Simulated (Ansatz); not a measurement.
# BF3 + SiH4: a complex and its separated parts

Aim: how far the complex at one end of a reaction step lies below its separated, relaxed parts, level by level.

Computed with Ansatz 0.2.0, Gaussian basis. Level: PBE0-D4/def2-TZVP structures, single points in def2-TZVPP, no counterpoise correction.

Levels: SPW92, PBE-D4, BLYP-D4, r2SCAN-D4, B97M-V, PBE0-D4, B3LYP-D4, r2SCAN0-D4, BHLYP-D4, CAM-B3LYP-D4, wB97X-V, wB97M-V, B2PLYP, PBE-QIDH, RPA on PBE, Hartree-Fock, MP2, CCSD, CCSD(T).

Correlated methods freeze the cores. B3LYP uses VWN-RPA correlation. B2PLYP carries no dispersion term here.

21 further runs of the same task are left out: 21 set aside as unsound or not needed.

### Step 1. Where the work starts

The complex: 9 atoms, charge 0, spin multiplicity 1.

Atoms are counted from 1 here; the program's logs count them from 0.

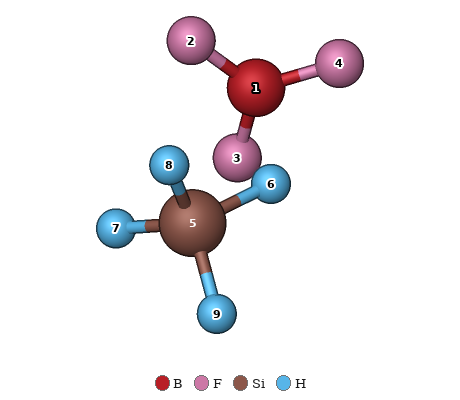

The starting geometry (boron red, fluorine pink, silicon brown, hydrogen blue); atoms are numbered from 1 in the order of the file.

Coordinates:

```xyz
9
BF3H4Si
B    -1.4101   -1.3979   -0.3846
F    -0.3184   -2.1196   -0.2816
F    -1.6590   -0.7418   -1.4929
F    -2.2678   -1.3620    0.6067
Si    1.1406    1.1260    0.3069
H    -0.2134    0.6622    0.7173
H     1.4380    0.6154   -1.0534
H     2.1382    0.6083    1.2746
H     1.1519    2.6095    0.3069
```

Its parts: BF3 holds atoms 1, 2, 3, 4; SiH4 holds atoms 5, 6, 7, 8, 9. Each part counts its atoms afresh in its own runs.

### Step 2. Relaxing BF3 alone

relax-a/in.yaml

```yaml
crystal:
  periodic: [false, false, false]
  atoms:
    - {symbol: B, position_ang: [-1.410098, -1.397856, -0.384596]}
    - {symbol: F, position_ang: [-0.318353, -2.119592, -0.281550]}
    - {symbol: F, position_ang: [-1.658960, -0.741771, -1.492927]}
    - {symbol: F, position_ang: [-2.267839, -1.362023, 0.606692]}
basis:
  gaussian: {orbitals: def2-TZVP}
hamiltonian: {xc: pbe0, dispersion: d4}
relax: {f_tol: 0.005, max_steps: 200}
```

The command line of these runs was not kept.

Output (excerpt; [...] marks lines left out):

```text
Functional definition: PBE0
  name "PBE0"
  cite "Adamo & Barone, J. Chem. Phys. 110, 6158 (1999) doi:10.1063/1.478522"
  cite "Perdew, Burke & Ernzerhof, Phys. Rev. Lett. 77, 3865 (1996) doi:10.1103/PhysRevLett.77.3865"
  parent pbe
[...]
637 factors; their error is unknown
[...]
mean field -8827.09118042 eV, -324.3896176631 hartree, gradient 2.2e-5 eV, S^2 0.000000; 0 other end points of the search recorded, 0 dependent functions left out
[...]
reference -8827.09120367 eV, -324.3896185176 hartree; 16, 16 occupied and 108, 108 virtual orbitals, 637 factors
relax step   1: F+E_penalty+E_count = -8827.12414959 eV  Δ(F+E_penalty+E_count) = +0.000e0 eV  max|allowed force component| = 1.779e-1 eV/Å  Δτ_max = 0.0000 Å  (22 SCF iters, accepted)
[...]
relax step   2: F+E_penalty+E_count = -8826.93077942 eV  Δ(F+E_penalty+E_count) = +1.934e-1 eV  max|allowed force component| = 2.016e0 eV/Å  Δτ_max = 0.1249 Å  (31 SCF iters, rejected (line search))
[...]
relax step   3: F+E_penalty+E_count = -8827.12537517 eV  Δ(F+E_penalty+E_count) = -1.226e-3 eV  max|allowed force component| = 3.828e-3 eV/Å  Δτ_max = 0.0090 Å  (26 SCF iters, accepted)
637 factors; their error is unknown
[...]
mean field -8827.09240342 eV, -324.3896626075 hartree, gradient 2.5e-5 eV, S^2 0.000000; 1 other end points of the search recorded, 0 dependent functions left out
[...]
reference -8827.09242668 eV, -324.3896634622 hartree; 16, 16 occupied and 108, 108 virtual orbitals, 637 factors
Total energy: -8827.12539843 eV, -324.3908751518 hartree
Atom 0 at    -1.413770    -1.405331    -0.388108 Å, force     0.001913    -0.000954    -0.000378 eV/Å
Atom 1 at    -0.317681    -2.116824    -0.280386 Å, force    -0.001286     0.001133    -0.000776 eV/Å
Atom 2 at    -1.657737    -0.739624    -1.490993 Å, force     0.001286     0.000475    -0.002674 eV/Å
Atom 3 at    -2.266062    -1.359464     0.607106 Å, force    -0.001913    -0.000654     0.003828 eV/Å
Dipole moment:     0.000024    -0.000011    -0.000009 e Å
```

Wall time 2.5 s (4 threads, shared host); peak memory 0.18 GiB.

Step by step: (the energy doesn't fall at every step)

```csv
step,energy from step 1 (eV),largest force component (eV/Å)
1,0.0000,0.1779
2,0.1934,2.0160
3,-0.0012,0.0038
```

Distances of close pairs at the start and the end, largest changes first:

```csv
bond,before (Å),after (Å),change (Å)
B1–F2,1.313,1.311,-0.002
B1–F3,1.312,1.311,-0.001
B1–F4,1.311,1.311,-0.000
```

### Step 3. Relaxing SiH4 alone

relax-b/in.yaml

```yaml
crystal:
  periodic: [false, false, false]
  atoms:
    - {symbol: Si, position_ang: [1.140552, 1.125982, 0.306944]}
    - {symbol: H, position_ang: [-0.213377, 0.662187, 0.717298]}
    - {symbol: H, position_ang: [1.437978, 0.615412, -1.053385]}
    - {symbol: H, position_ang: [2.138248, 0.608299, 1.274588]}
    - {symbol: H, position_ang: [1.151851, 2.609460, 0.306936]}
basis:
  gaussian: {orbitals: def2-TZVP}
hamiltonian: {xc: pbe0, dispersion: d4}
relax: {f_tol: 0.005, max_steps: 200}
```

Output (excerpt; [...] marks lines left out):

```text
[... 5 set-up lines as earlier in the session ...]
[...]
444 factors; their error is unknown
[...]
mean field -7939.08412581 eV, -291.7559603192 hartree, gradient 1.6e-5 eV, S^2 0.000000; 0 other end points of the search recorded, 0 dependent functions left out
[...]
reference -7939.08415211 eV, -291.7559612855 hartree; 9, 9 occupied and 52, 52 virtual orbitals, 444 factors
relax step   1: F+E_penalty+E_count = -7939.11870736 eV  Δ(F+E_penalty+E_count) = +0.000e0 eV  max|allowed force component| = 1.902e-1 eV/Å  Δτ_max = 0.0000 Å  (18 SCF iters, accepted)
[...]
444 factors; their error is unknown
[...]
mean field -7939.08540055 eV, -291.7560071648 hartree, gradient 2.8e-5 eV, S^2 0.000000; 1 other end points of the search recorded, 0 dependent functions left out
[...]
reference -7939.08542685 eV, -291.7560081313 hartree; 9, 9 occupied and 52, 52 virtual orbitals, 444 factors
Total energy: -7939.12000826 eV, -291.7572789747 hartree
Atom 0 at     1.131050     1.124268     0.310476 Å, force    -0.000002    -0.000002    -0.000001 eV/Å
Atom 1 at    -0.218498     0.657341     0.716833 Å, force    -0.000108    -0.000039     0.000031 eV/Å
Atom 2 at     1.440768     0.618308    -1.050590 Å, force     0.000021    -0.000048    -0.000123 eV/Å
Atom 3 at     2.141581     0.612724     1.270461 Å, force     0.000088    -0.000047     0.000091 eV/Å
Atom 4 at     1.160351     2.608699     0.305200 Å, force     0.000000     0.000135     0.000001 eV/Å
Dipole moment:    -0.000001    -0.000000     0.000000 e Å
```

Wall time 1 s (4 threads, shared host).

Step by step:

```csv
step,energy from step 1 (eV),largest force component (eV/Å)
1,0.0000,0.1902
2,-0.0012,0.0274
3,-0.0013,0.0106
4,-0.0013,0.0001
```

Distances of close pairs at the start and the end, largest changes first:

```csv
bond,before (Å),after (Å),change (Å)
Si1–H2,1.489,1.485,-0.004
Si1–H3,1.483,1.485,+0.002
Si1–H4,1.483,1.485,+0.002
Si1–H5,1.484,1.485,+0.001
```

### Step 4. wB97M-V/def2-TZVPP

parta/in.yaml

```yaml
crystal:
  periodic: [false, false, false]
  atoms:
    - {symbol: B, position_ang: [-1.413770, -1.405331, -0.388108]}
    - {symbol: F, position_ang: [-0.317681, -2.116824, -0.280386]}
    - {symbol: F, position_ang: [-1.657737, -0.739624, -1.490993]}
    - {symbol: F, position_ang: [-2.266062, -1.359464, 0.607106]}
basis:
  gaussian: {orbitals: def2-TZVPP}
hamiltonian: {xc: {name: wB97M-V}}
```

partb/in.yaml

```yaml
crystal:
  periodic: [false, false, false]
  atoms:
    - {symbol: Si, position_ang: [1.131050, 1.124268, 0.310476]}
    - {symbol: H, position_ang: [-0.218498, 0.657341, 0.716833]}
    - {symbol: H, position_ang: [1.440768, 0.618308, -1.050590]}
    - {symbol: H, position_ang: [2.141581, 0.612724, 1.270461]}
    - {symbol: H, position_ang: [1.160351, 2.608699, 0.305200]}
basis:
  gaussian: {orbitals: def2-TZVPP}
hamiltonian: {xc: {name: wB97M-V}}
```

Output in parta (excerpt; [...] marks lines left out):

```text
Functional definition: wB97M-V
  name "wB97M-V"
  cite "Mardirossian & Head-Gordon, J. Chem. Phys. 144, 214110 (2016) doi:10.1063/1.4952647"
  cite "Becke, J. Chem. Phys. 107, 8554 (1997) doi:10.1063/1.475007"
  cite "Vydrov & Van Voorhis, J. Chem. Phys. 133, 244103 (2010) doi:10.1063/1.3521275"
  # Of w^i u^j: cxij and so on, Table III.
[...]
  gx(w, u) = 1 - cx + cx01*u + cx10*w
  gss(w, u) = css00 + css04*u^4 + css10*w + css20*w^2 + css43*w^4*u^3
  gos(w, u) = cos00 + cos10*w + (cos20 + cos21*u)*w^2 + (cos60 + cos61*u)*w^6
[...]
      + integral(e_c_pw_mod_opposite_spin*gos(b97_w_opposite, b97_u_opposite)) + vv10(b, c)
637 factors; their error is unknown
127 factors; integrals over basis functions are off by at most 1.2e-5 eV
[...]
mean field -8833.75229404 eV, -324.6344090735 hartree, gradient 2.8e-5 eV, S^2 0.000000; 0 other end points of the search recorded, 0 dependent functions left out
reference -8833.75233327 eV, -324.6344105153 hartree; 16, 16 occupied and 108, 108 virtual orbitals, 637 factors
Total energy: -8833.75233327 eV, -324.6344105153 hartree
```

Output in partb (excerpt; [...] marks lines left out):

```text
[... 5 set-up lines as earlier in the session ...]
  # Of w^i u^j: cxij and so on, Table III.
[...]
  gx(w, u) = 1 - cx + cx01*u + cx10*w
  gss(w, u) = css00 + css04*u^4 + css10*w + css20*w^2 + css43*w^4*u^3
  gos(w, u) = cos00 + cos10*w + (cos20 + cos21*u)*w^2 + (cos60 + cos61*u)*w^6
[...]
      + integral(e_c_pw_mod_opposite_spin*gos(b97_w_opposite, b97_u_opposite)) + vv10(b, c)
527 factors; their error is unknown
136 factors; integrals over basis functions are off by at most 1.1e-5 eV
[...]
mean field -7941.54392349 eV, -291.8463562165 hartree, gradient 4.9e-5 eV, S^2 0.000000; 0 other end points of the search recorded, 0 dependent functions left out
reference -7941.54396588 eV, -291.8463577743 hartree; 9, 9 occupied and 89, 89 virtual orbitals, 527 factors
Total energy: -7941.54396588 eV, -291.8463577743 hartree
```

Wall times: 1.5 s (parta), 0.9 s (partb) on 4 threads, shared host; peak memory 0.22 GiB.

### Step 5. CCSD(T)/def2-TZVPP

Each input of step 4 (parta, partb) changes in the same lines:

```diff
-hamiltonian: {xc: {name: wB97M-V}}
+correlation: {method: ccsd_t}
```

Log of parta (excerpt; [...] marks lines left out):

```text
Functional definition: HF
  name "HF"
  cite "Fock, Z. Phys. 61, 126 (1930) doi:10.1007/BF01340294"
[... 1 set-up line as earlier in the session ...]
[...]
829 factors; integrals over basis functions are off by at most 1.6e-3 eV
[...]
mean field -8798.63790810 eV, -323.3439791918 hartree, gradient 2.9e-6 eV, S^2 0.000000; 0 other end points of the search recorded, 0 dependent functions left out
4 core orbitals not correlated: weight in the atoms' cores, before any rotation towards them, 1.000 or more for the frozen orbitals, at most 0.000 for the correlated occupied ones
reference -8798.63790810 eV, -323.3439791918 hartree; 12, 12 occupied and 108, 108 virtual orbitals, 829 factors
second order -22.67804765 eV of doubles, -0.00000000 eV of singles
cycle   1  -22.25928614 eV  change    4.2e-1 eV  update   8.8e-2
[...]
cycle   9  -22.72975113 eV  change   -1.1e-6 eV  update   4.0e-6
perturbative correction -0.64277734 eV, -0.0236216315 hartree
Total energy: -8822.01043657 eV, -324.2029037706 hartree
```

Log of partb (excerpt; [...] marks lines left out):

```text
[... 4 set-up lines as earlier in the session ...]
[...]
537 factors; integrals over basis functions are off by at most 6.6e-4 eV
[...]
mean field -7925.54413637 eV, -291.2583748847 hartree, gradient 1.8e-6 eV, S^2 0.000000; 0 other end points of the search recorded, 0 dependent functions left out
5 core orbitals not correlated: weight in the atoms' cores, before any rotation towards them, 1.000 or more for the frozen orbitals, at most 0.000 for the correlated occupied ones
reference -7925.54413637 eV, -291.2583748847 hartree; 4, 4 occupied and 89, 89 virtual orbitals, 537 factors
second order -3.90715091 eV of doubles, -0.00000000 eV of singles
cycle   1  -4.49744169 eV  change   -5.9e-1 eV  update   5.5e-2
[...]
cycle   8  -4.71919210 eV  change   -6.7e-7 eV  update   3.7e-6
perturbative correction -0.10445288 eV, -0.0038385725 hartree
Total energy: -7930.36778135 eV, -291.4356405683 hartree
```

Wall times: 3.1 s (parta), 0.85 s (partb) on 4 threads, shared host; peak memory 0.51 GiB.

### Step 6. Vibrations of BF3

vib-parta/in.yaml

```yaml
crystal:
  periodic: [false, false, false]
  atoms:
    - {symbol: B, position_ang: [-1.413770, -1.405331, -0.388108]}
    - {symbol: F, position_ang: [-0.317681, -2.116824, -0.280386]}
    - {symbol: F, position_ang: [-1.657737, -0.739624, -1.490993]}
    - {symbol: F, position_ang: [-2.266062, -1.359464, 0.607106]}
basis:
  gaussian: {orbitals: def2-TZVP}
hamiltonian: {xc: pbe0, dispersion: d4}
phonons: {temperatures: {t_min: 298.15, t_max: 900, t_step: 200}}
```

Output (excerpt; [...] marks lines left out):

```text
[... 5 set-up lines as earlier in the session ...]
[...]
637 factors; their error is unknown
[...]
mean field -8827.09240342 eV, -324.3896626075 hartree, gradient 1.5e-5 eV, S^2 0.000000; 0 other end points of the search recorded, 0 dependent functions left out
[...]
reference -8827.09242667 eV, -324.3896634622 hartree; 16, 16 occupied and 108, 108 virtual orbitals, 637 factors
[... from here to the last solve, the lines of the solves are left out (15 solves) ...]
637 factors; their error is unknown
[...]
mean field -8827.09235681 eV, -324.3896608946 hartree, gradient 5.9e-7 eV, S^2 0.000000; 0 other end points of the search recorded, 0 dependent functions left out
[...]
reference -8827.09238006 eV, -324.3896617492 hartree; 16, 16 occupied and 108, 108 virtual orbitals, 637 factors
Total energy: -8827.12539843 eV, -324.3908751517 hartree
Atom 0 at    -1.413770    -1.405331    -0.388108 Å, force     0.001890    -0.000984    -0.000330 eV/Å
Atom 1 at    -0.317681    -2.116824    -0.280386 Å, force    -0.001281     0.001138    -0.000778 eV/Å
Atom 2 at    -1.657737    -0.739624    -1.490993 Å, force     0.001287     0.000497    -0.002707 eV/Å
Atom 3 at    -2.266062    -1.359464     0.607106 Å, force    -0.001895    -0.000651     0.003815 eV/Å
Dipole moment:     0.000025    -0.000010    -0.000011 e Å
Vibrations: 474.91 475.00 690.25 896.80 1487.21 1487.26 cm⁻¹, zero-point energy 0.341665 eV
```

Wall time 7.5 s (4 threads, shared host); peak memory 0.18 GiB.

The modes, with what each moves most:

```csv
mode,wavenumber (cm⁻¹),character
1,475,bend
2,475,bend
3,690,out-of-plane bend
4,897,B–F stretch
5,1487,B–F stretch
6,1487,B–F stretch
```

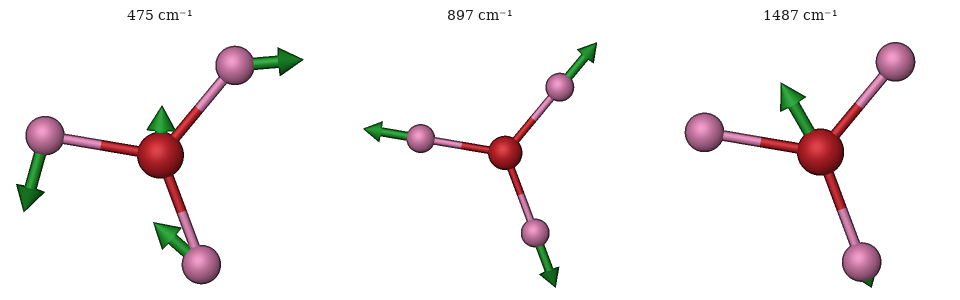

Displacements of 3 modes, as arrows.

Vibrational sums (real modes only):

```csv
T (K),entropy (J/mol/K),heat capacity (J/mol/K)
298,8.1,17.2
498,20.1,29.5
698,31.3,36.7
898,41.1,41.0
```

### Step 7. Vibrations of SiH4

vib-partb/in.yaml

```yaml
crystal:
  periodic: [false, false, false]
  atoms:
    - {symbol: Si, position_ang: [1.131050, 1.124268, 0.310476]}
    - {symbol: H, position_ang: [-0.218498, 0.657341, 0.716833]}
    - {symbol: H, position_ang: [1.440768, 0.618308, -1.050590]}
    - {symbol: H, position_ang: [2.141581, 0.612724, 1.270461]}
    - {symbol: H, position_ang: [1.160351, 2.608699, 0.305200]}
basis:
  gaussian: {orbitals: def2-TZVP}
hamiltonian: {xc: pbe0, dispersion: d4}
phonons: {temperatures: {t_min: 298.15, t_max: 900, t_step: 200}}
```

Output (excerpt; [...] marks lines left out):

```text
[... 5 set-up lines as earlier in the session ...]
[...]
444 factors; their error is unknown
[...]
mean field -7939.08540061 eV, -291.7560071670 hartree, gradient 2.9e-5 eV, S^2 0.000000; 0 other end points of the search recorded, 0 dependent functions left out
[...]
reference -7939.08542691 eV, -291.7560081335 hartree; 9, 9 occupied and 52, 52 virtual orbitals, 444 factors
[...]
444 factors; their error is unknown
[...]
mean field -7939.08530883 eV, -291.7560037942 hartree, gradient 3.0e-6 eV, S^2 0.000000; 0 other end points of the search recorded, 0 dependent functions left out
[...]
reference -7939.08533513 eV, -291.7560047607 hartree; 9, 9 occupied and 52, 52 virtual orbitals, 444 factors
[...]
444 factors; their error is unknown
mean field -7939.08539146 eV, -291.7560068309 hartree, gradient 9.5e-7 eV, S^2 0.000000; 0 other end points of the search recorded, 0 dependent functions left out
[...]
reference -7939.08541776 eV, -291.7560077975 hartree; 9, 9 occupied and 52, 52 virtual orbitals, 444 factors
Total energy: -7939.12000832 eV, -291.7572789769 hartree
Atom 0 at     1.131050     1.124268     0.310476 Å, force    -0.000007    -0.000006    -0.000006 eV/Å
Atom 1 at    -0.218498     0.657341     0.716833 Å, force    -0.000110    -0.000040     0.000029 eV/Å
Atom 2 at     1.440768     0.618308    -1.050590 Å, force     0.000021    -0.000043    -0.000111 eV/Å
Atom 3 at     2.141581     0.612724     1.270461 Å, force     0.000093    -0.000047     0.000088 eV/Å
Atom 4 at     1.160351     2.608699     0.305200 Å, force     0.000003     0.000136    -0.000000 eV/Å
Dipole moment:    -0.000000    -0.000000    -0.000000 e Å
Vibrations: 906.77 906.77 906.77 968.57 968.57 2235.43 2245.08 2245.08 2245.09 cm⁻¹, zero-point energy 0.844835 eV
```

Run time: 1.6 s. Hardware: 4 threads, shared host.

The modes, with what each moves most:

```csv
mode,wavenumber (cm⁻¹),character
1,907,bend
2,907,bend
3,907,bend
4,969,bend
5,969,bend
6,2235,Si–H stretch
7,2245,Si–H stretch
8,2245,Si–H stretch
9,2245,Si–H stretch
```

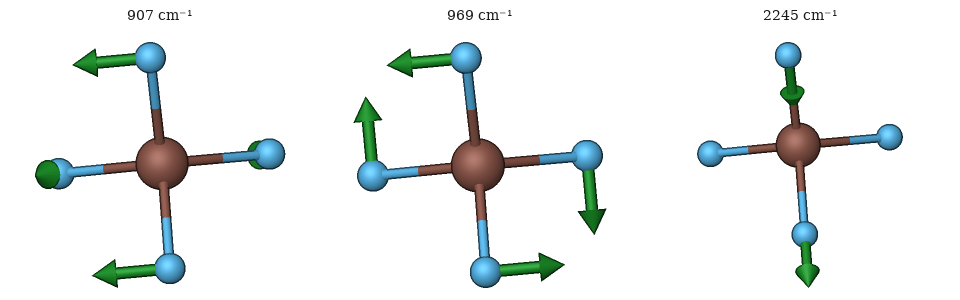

How the atoms move in 3 of the modes.

Vibrational sums (real modes only):

```csv
T (K),entropy (J/mol/K),heat capacity (J/mol/K)
298,2.6,9.7
498,11.5,25.7
698,22.2,38.0
898,32.9,47.1
```

### Step 8. Complex less separated parts

The complex's own energies come from single points at the same levels. Levels not printed above were run the same way.

Rows are in def2-TZVPP; times add the 3 runs of a level on a shared host, so small differences are noise.

Differences are taken before rounding.

```csv
method,rung,complex less parts (kJ/mol),from CCSD(T) (kJ/mol),time
SPW92,LDA,-11.4,-6.2,1.2 s
PBE-D4,GGA,-7.1,-1.9,1.9 s
BLYP-D4,GGA,-5.6,-0.4,2.1 s
r2SCAN-D4,meta-GGA,-7.2,-2.0,3.9 s
B97M-V,meta-GGA,-6.7,-1.5,7.8 s
PBE0-D4,hybrid,-6.4,-1.2,2.5 s
B3LYP-D4,hybrid,-6.1,-0.9,2.4 s
r2SCAN0-D4,hybrid,-6.8,-1.6,4.3 s
BHLYP-D4,hybrid,-6.8,-1.6,2.4 s
CAM-B3LYP-D4,range-separated hybrid,-6.6,-1.4,2.7 s
wB97X-V,range-separated hybrid,-6.7,-1.5,6.8 s
wB97M-V,range-separated hybrid,-7.0,-1.8,7.4 s
B2PLYP,double hybrid,-2.0,+3.2,4.3 s
PBE-QIDH,double hybrid,-3.5,+1.7,4.4 s
RPA on PBE,RPA,-4.1,+1.1,4.5 s
Hartree-Fock,wavefunction,2.2,+7.4,
MP2,wavefunction,-4.7,+0.4,
CCSD,wavefunction,-4.1,+1.1,
CCSD(T),wavefunction,-5.2,0,94 s
```

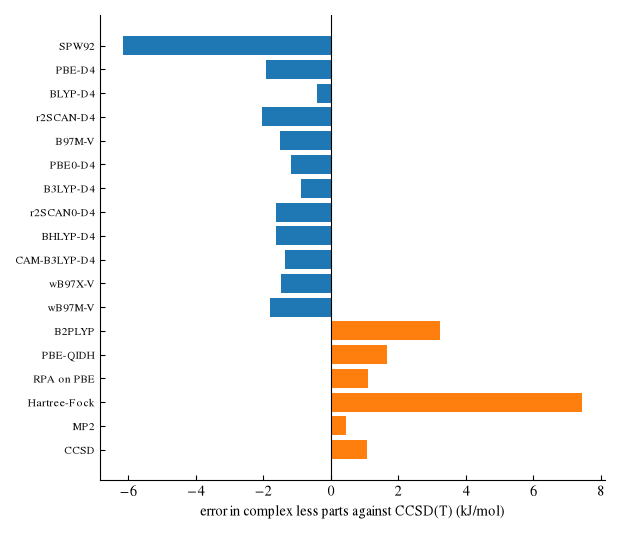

How far each level lands from CCSD(T).

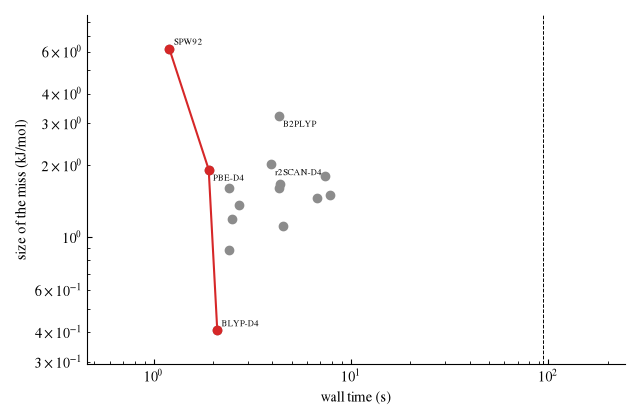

Accuracy for the time spent; red marks the levels that beat every quicker one drawn (of those quicker than the yardstick), and the dashed line is the time of CCSD(T). Only those levels and the largest misses are named. Times are from a shared host.

For cost: BLYP-D4 gets within 0.4 kJ/mol in 2.1 s, where CCSD(T) took 94 s; the quickest level in the cost chart, SPW92, takes 1.2 s and misses by 6.2 kJ/mol.

The complex's zero-point energy, from a separate PBE0-D4 run, is 1.211 eV.

### Step 9. What came out

```
                              quantity        value
complex less parts, CCSD(T)/def2-TZVPP  -5.2 kJ/mol
                with zero-point energy  -2.9 kJ/mol
                 largest T1 diagnostic        0.012
```

In words: At CCSD(T) the complex lies 5.2 kJ/mol below its parts. Among the functionals BLYP-D4 lands nearest to CCSD(T) (-0.4 kJ/mol) and SPW92 farthest (-6.2 kJ/mol). By rung, the mean size of the error is: LDA 6.2, GGA 1.2, meta-GGA 1.8, hybrid 1.3, range-separated hybrid 1.5, double hybrid 2.5 kJ/mol. PBE-D4 gives a relative energy 1.9 kJ/mol too low, an error of 37 % of the reference. No counterpoise was applied, and triple zeta lacks some correlation, so the CCSD(T) reference has a basis error of its own, and close matches with it are partly luck.
